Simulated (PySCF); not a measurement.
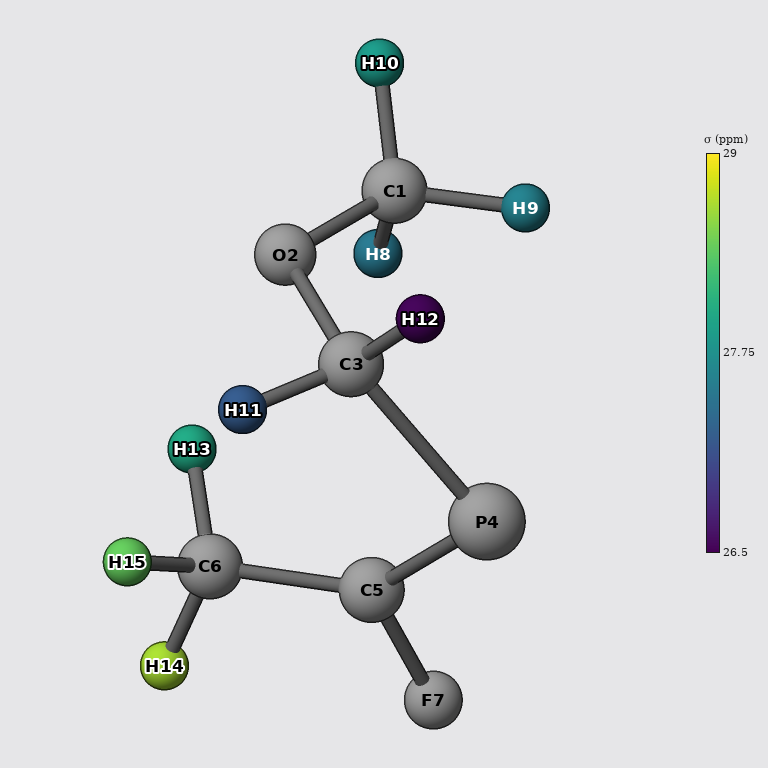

Atoms are coloured by their isotropic NMR shieldings (H only, the others grey). Geometry: a frame of a GFN2-xTB molecular-dynamics simulation, not a minimum. Method: GIAO PBE0/pcSseg-1 NMR shielding, non-relativistic, gas phase (PySCF 2.14.0).

List the isotropic NMR shieldings of the H atoms.

```csv
atom,σ (ppm)
H8,27.50
H9,27.60
H10,27.86
H11,27.22
H12,26.54
H13,28.00
H14,28.68
H15,28.41
```
